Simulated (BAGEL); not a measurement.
# SiSCl3 (SMILES [S][Si](Cl)(Cl)Cl) at ROHF/cc-pVDZ (density fitting with qzvpp-jkfit)

What is the vertical doublet–quartet gap of SiSCl3 at ROHF/cc-pVDZ (density fitting with qzvpp-jkfit)? 

The results are computed with BAGEL 1.2.2.

## (1) The system as given

SiSCl3: 5 atoms, total charge 0, spin state doublet. As SMILES, `[S][Si](Cl)(Cl)Cl`. Geometry: relaxed at PBE0-D4/def2-TZVP.

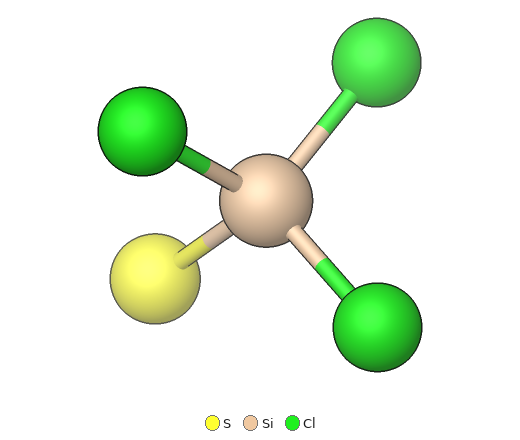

Viewed from a chosen angle; sulfur yellow, silicon light orange, chlorine green.

## (2) The energy at ROHF/cc-pVDZ (density fitting with qzvpp-jkfit)

input.json reads:

```json
{ "bagel": [

{
  "title": "molecule",
  "basis": "cc-pvdz.json",
  "df_basis": "qzvpp-jkfit",
  "angstrom": true,
  "geometry": [
    { "atom": "S", "xyz": [   -0.957700,   -0.126000,    1.840700 ] },
    { "atom": "Si", "xyz": [   -0.006600,    0.003700,   -0.023700 ] },
    { "atom": "Cl", "xyz": [    1.606400,   -1.219400,    0.152100 ] },
    { "atom": "Cl", "xyz": [   -1.189600,   -0.622700,   -1.548800 ] },
    { "atom": "Cl", "xyz": [    0.597500,    1.890800,   -0.461700 ] }
  ]
},
{ "title": "rohf", "nopen": 1 },
{ "title": "print", "file": "orbitals.molden", "orbitals": true }

]}
```

The basis set cc-pVDZ is read from a file made from the Basis Set Exchange's data (not shown).

Started as:

```sh
BAGEL_NUM_THREADS=1 BAGEL input.json > input.out
```

What it wrote:

```text
* using 1 threads per process

  ===============================================================
  ===============================================================

  *** Geometry ***

  { "atom" : "S", "xyz" : [     -1.809791,     -0.238105,      3.478419 ] },
  { "atom" : "Si", "xyz" : [     -0.012472,      0.006992,     -0.044787 ] },
  { "atom" : "Cl", "xyz" : [      3.035656,     -2.304332,      0.287427 ] },
  { "atom" : "Cl", "xyz" : [     -2.248018,     -1.176732,     -2.926808 ] },
  { "atom" : "Cl", "xyz" : [      1.129111,      3.573094,     -0.872487 ] },

  Number of auxiliary basis functions:      640

  Since a DF basis is specified, we compute 2- and 3-index integrals:
    o Being stored without compression. Storage requirement is 0.041 GB

  Number of basis functions:       90
  Number of electrons      :       81

    * METHOD: MOLECULE                             0.33

  *** Open-shell HF ***

  === Nuclear Repulsion ===
   509.3562291418

      * DIIS with orbital gradients will be used.

  === ROHF iteration (cc-pvdz.json) ===
      0      -2065.06366049          0.00969270           0.30
      1      -2065.12280077          0.00440510           0.28
      2      -2065.13043455          0.00213109           0.27
      3      -2065.13183101          0.00060933           0.27
      4      -2065.13202420          0.00016690           0.27
      5      -2065.13204948          0.00004650           0.26
      6      -2065.13205372          0.00002107           0.27
      7      -2065.13205464          0.00001423           0.28
      8      -2065.13205504          0.00000782           0.28
      9      -2065.13205521          0.00000251           0.28
     10      -2065.13205520          0.00000124           0.27
     11      -2065.13205521          0.00000073           0.28
     12      -2065.13205521          0.00000022           0.33
     13      -2065.13205521          0.00000006           0.32
     14      -2065.13205521          0.00000002           0.34
     15      -2065.13205521          0.00000002           0.33
     16      -2065.13205521          0.00000001           0.28
     17      -2065.13205521          0.00000001           0.29
     18      -2065.13205521          0.00000001           0.28
     19      -2065.13205521          0.00000001           0.27
     20      -2065.13205521          0.00000001           0.28
     21      -2065.13205521          0.00000001           0.28
    * SCF iteration converged.

    * S^2 (ROHF) is 0.7500

    * Permanent dipole moment:
           (    0.133416,    -0.026204,    -0.158560) a.u.

    * METHOD: ROHF                                 6.56

    * METHOD: PRINT                                0.01

  ===============================================================
```

Run time: 7.2 s. Hardware: 1 thread of Intel Xeon 6975P-C (Granite Rapids), shared host; peak memory 0.19 GiB.

## (3) The quartet

calc.json reads:

```json
{ "bagel": [

{
  "title": "molecule",
  "basis": "cc-pvdz.json",
  "df_basis": "qzvpp-jkfit",
  "angstrom": "true",
  "geometry": [
    { "atom": "S", "xyz": [   -0.957700,   -0.126000,    1.840700 ] },
    { "atom": "Si", "xyz": [   -0.006600,    0.003700,   -0.023700 ] },
    { "atom": "Cl", "xyz": [    1.606400,   -1.219400,    0.152100 ] },
    { "atom": "Cl", "xyz": [   -1.189600,   -0.622700,   -1.548800 ] },
    { "atom": "Cl", "xyz": [    0.597500,    1.890800,   -0.461700 ] }
  ]
},
{ "title": "rohf", "charge": 0, "nopen": 3 },
{ "title": "print", "file": "orbitals.molden", "orbitals": "true" }

]}
```

The basis set cc-pVDZ is read from a file made from the Basis Set Exchange's data (not shown).

Started as:

```sh
BAGEL_NUM_THREADS=1 BAGEL calc.json > calc.out
```

What it wrote:

```text
* using 1 threads per process

  ===============================================================
  ===============================================================

  *** Geometry ***

  { "atom" : "S", "xyz" : [     -1.809791,     -0.238105,      3.478419 ] },
  { "atom" : "Si", "xyz" : [     -0.012472,      0.006992,     -0.044787 ] },
  { "atom" : "Cl", "xyz" : [      3.035656,     -2.304332,      0.287427 ] },
  { "atom" : "Cl", "xyz" : [     -2.248018,     -1.176732,     -2.926808 ] },
  { "atom" : "Cl", "xyz" : [      1.129111,      3.573094,     -0.872487 ] },

  Number of auxiliary basis functions:      640

  Since a DF basis is specified, we compute 2- and 3-index integrals:
    o Being stored without compression. Storage requirement is 0.041 GB

  Number of basis functions:       90
  Number of electrons      :       81

    * METHOD: MOLECULE                             0.33

  *** Open-shell HF ***

  === Nuclear Repulsion ===
   509.3562291418

      * DIIS with orbital gradients will be used.

  === ROHF iteration (cc-pvdz.json) ===
      0      -2064.72747223          0.01419621           0.29
      1      -2064.84393253          0.00985746           0.28
      2      -2064.88104178          0.00385666           0.28
      3      -2064.89355266          0.00152391           0.29
      4      -2064.89907118          0.00100134           0.28
      5      -2064.90160100          0.00062344           0.28
      6      -2064.90336596          0.00024696           0.30
      7      -2064.90386916          0.00014221           0.28
      8      -2064.90401682          0.00010224           0.27
      9      -2064.90410032          0.00007389           0.28
     10      -2064.90414885          0.00004991           0.28
     11      -2064.90417419          0.00002416           0.28
     12      -2064.90416247          0.00001149           0.27
     13      -2064.90415665          0.00000591           0.28
     14      -2064.90415500          0.00000326           0.28
     15      -2064.90415453          0.00000199           0.29
     16      -2064.90415487          0.00000130           0.29
     17      -2064.90415509          0.00000078           0.28
     18      -2064.90415536          0.00000042           0.27
     19      -2064.90415537          0.00000020           0.32
     20      -2064.90415532          0.00000010           0.28
     21      -2064.90415530          0.00000004           0.28
     22      -2064.90415528          0.00000002           0.28
     23      -2064.90415528          0.00000002           0.27
     24      -2064.90415528          0.00000001           0.27
    * SCF iteration converged.

    * S^2 (ROHF) is 3.7500

    * Permanent dipole moment:
           (    0.592506,     0.216584,    -1.476331) a.u.

    * METHOD: ROHF                                 7.29

    * METHOD: PRINT                                0.01

  ===============================================================
```

It took 7.8 s on 1 thread of Intel Xeon 6975P-C (Granite Rapids), shared host; peak memory 0.19 GiB.

## (4) What came out

Level: ROHF/cc-pVDZ (density fitting with qzvpp-jkfit).

| quantity | value |
| --- | --- |
| doublet: total energy | -2065.13206 Eh |
| doublet: dipole moment | 0.53 D |
| doublet: ⟨S²⟩ | 0.750 |
| quartet: total energy | -2064.90416 Eh |
| quartet: dipole moment | 4.08 D |
| quartet: ⟨S²⟩ | 3.750 |
| vertical energy of the quartet above the doublet | 6.201 eV |

**Reading.** At this shape the quartet lies 6.20 eV (143 kcal/mol) above the doublet.
